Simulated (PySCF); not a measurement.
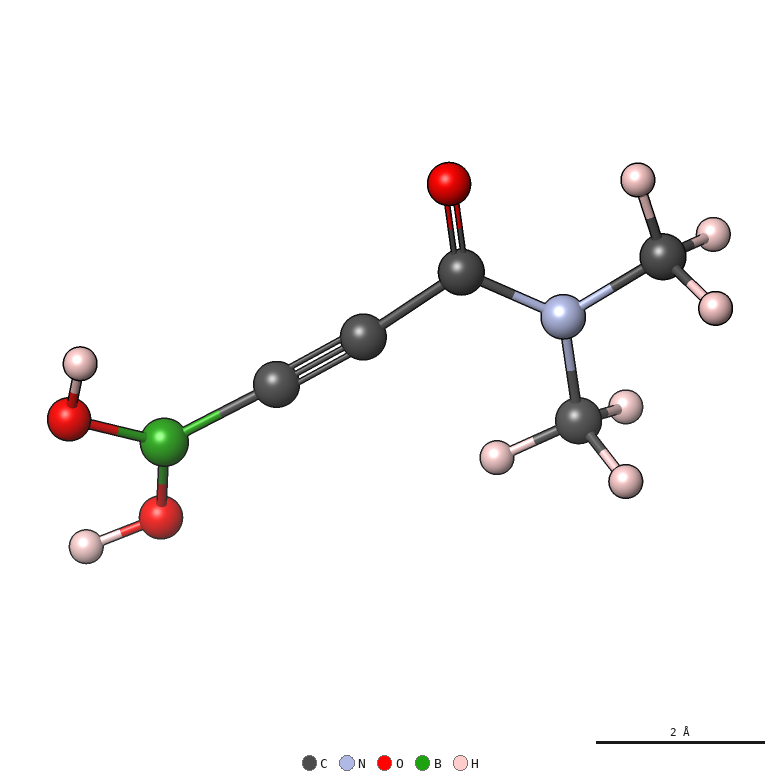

Double and triple bonds are drawn as two and three sticks.

The geometry was computed by an optimisation with PBE0-D3(BJ)/def2-SVP. No frequency run is at hand to confirm it as a minimum.

Count the atoms of each element.

C5H8BNO3, 18 atoms: 5 carbon, 8 hydrogen, 1 boron, 1 nitrogen and 3 oxygen.

Name some functional groups or characteristic bonds that it holds.

Among them: amide, alkyne.

Give a SMILES string for it.

CN(C)C(=O)C#CB(O)O

The parts below concern this one geometry. Atoms keep their numbers from picture to picture.

**Excitation**

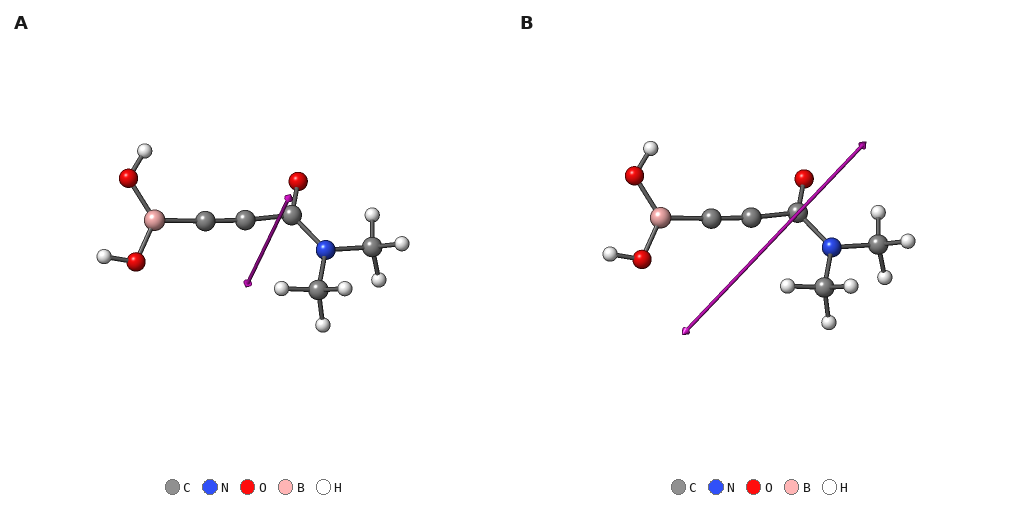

The double arrows show the directions of two transition dipoles from the ground state (lengths mean nothing). No frequency run is at hand to confirm it as a minimum. Method: TDDFT ωB97X-D/def2-SVPD, vertical, gas phase, core orbitals frozen in the response (PySCF 2.14.0).

One belongs to singlet state 4 and one to singlet state 6. Which is which?

A: state 6, 7.06 eV (176 nm), oscillator strength 0.035, mainly HOMO → LUMO+3 (weight 0.73).
B: state 4, 5.79 eV (214 nm), oscillator strength 0.052, mainly HOMO−2 → LUMO (weight 0.53).

**Polarisability**

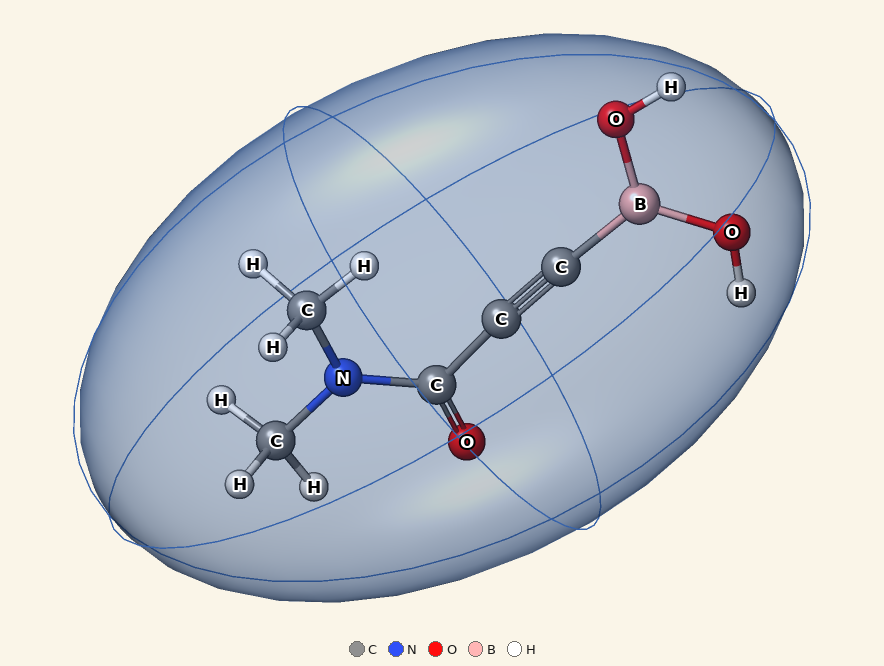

The ellipsoid shows the static dipole polarisability: its half-axes are proportional to the principal values. No frequency run is at hand to confirm it as a minimum. Computed with ωB97X-D/def2-SVPD (PySCF 2.14.0).

Give the principal values, the mean and the anisotropy.

Principal values 63.7, 92.0, 132.7 bohr³; mean 96.1 bohr³ (14.24 Å³); anisotropy 60.1 bohr³, so the longest axis is 2.08 times the shortest.

**Levels of theory compared**

No frequency run is at hand to confirm it as a minimum. Program: PySCF 2.14.0.

Compare HOMO energy (eV) at these levels: PBE0/pcSseg-1; PBE0/pcSseg-1 in chloroform (IEF-PCM); PBE0/pcSseg-1 in methanol (IEF-PCM); ωB97X-D/def2-SVPD; ωB97X-D/pcSseg-1.

| level | HOMO energy (eV) |
| --- | --- |
| PBE0/pcSseg-1 | −7.22 |
| PBE0/pcSseg-1 in chloroform (IEF-PCM) | −7.22 |
| PBE0/pcSseg-1 in methanol (IEF-PCM) | −7.23 |
| ωB97X-D/def2-SVPD | −9.16 |
| ωB97X-D/pcSseg-1 | −9.07 |

**Quadrupole coupling**

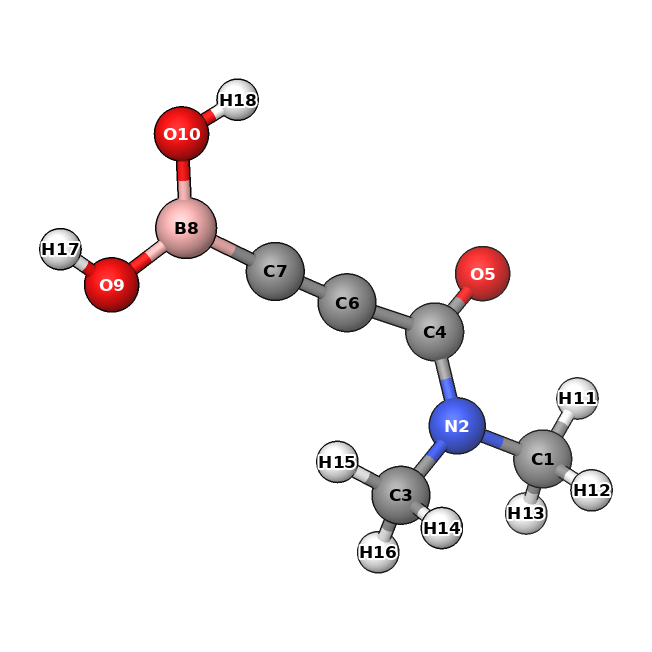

No frequency run is at hand to confirm it as a minimum. Electric field gradients from the ground-state density, PBE0/pcSseg-1 (PySCF 2.14.0), non-relativistic apart from any core potentials.

Give the largest field-gradient component, the quadrupole coupling constant and the asymmetry for 14N at N2 (Q = 20.44 mb), 17O at O5 (Q = −25.6 mb), 11B at B8 (Q = 40.59 mb), 17O at O9 (Q = −25.6 mb), 17O at O10 (Q = −25.6 mb), 2H at H11 (Q = 2.86 mb), 2H at H12 (Q = 2.86 mb).

| atom | V_zz (a.u.) | e²qQ/h (MHz) | η |
| --- | --- | --- | --- |
| N2 | −0.993 | −4.77 | 0.03 |
| O5 | −1.569 | 9.44 | 0.13 |
| B8 | 0.317 | 3.02 | 0.09 |
| O9 | 1.362 | −8.19 | 0.18 |
| O10 | 1.345 | −8.09 | 0.25 |
| H11 | 0.283 | 0.190 | 0.05 |
| H12 | 0.282 | 0.190 | 0.07 |
